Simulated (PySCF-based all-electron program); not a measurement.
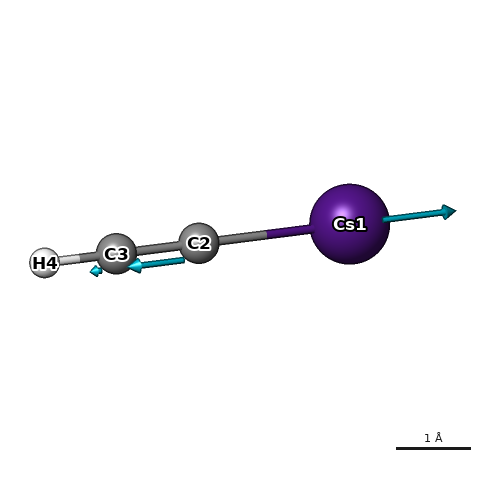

Arrows show the forces on the atoms, 0.2 Å of arrow for 1 eV/Å; forces under a tenth of the largest aren't drawn. Level of theory: PBE, all-electron, scalar-relativistic (Koelling-Harmon), large uncontracted Gaussian sets (PySCF-based all-electron program).

Question: On which atom is the force largest, and how large is it?

Answer: On Cs1: 5.48 eV/Å.

Question: Along which bond is the force strongest?

Answer: Cs1–C2, now 2.240 Å: the forces push its atoms apart, so a first step downhill lengthens it.

List the force components in the frame of the picture (x right, y up, z towards the viewer), in eV/Å.

```tsv
atom	Fx	Fy	Fz
Cs1	5.02	0.64	−2.11
C2	−3.90	−0.50	1.64
C3	−0.82	−0.10	0.34
H4	−0.30	−0.04	0.12
```
